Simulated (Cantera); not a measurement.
Feed: 1 mol PbO, 9.4 mol CO, 0.2 mol H₂, equilibrated at 0.0130 bar.

Cantera equilibrium calculation (NASA polynomials, part measured and part estimated; ideal gas, pure solids and liquids). Candidate condensed phases: C, C₆H₆, C₇H₈, C₈H₁₈, H₂O, Pb, PbO, PbO₂, Pb₃O₄; 113 gas species. Rates play no part.

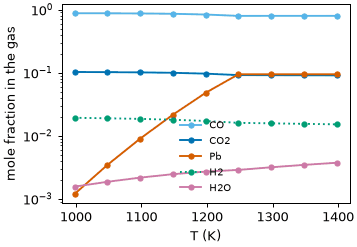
Fig. 1. Equilibrium gas composition (values under 1e-9 drawn at 1e-9)

From 998 K to 1198 K the condensed part is Pb(l). From 1248 K to 1398 K nothing is condensed. The main Pb-bearing gas is Pb throughout.
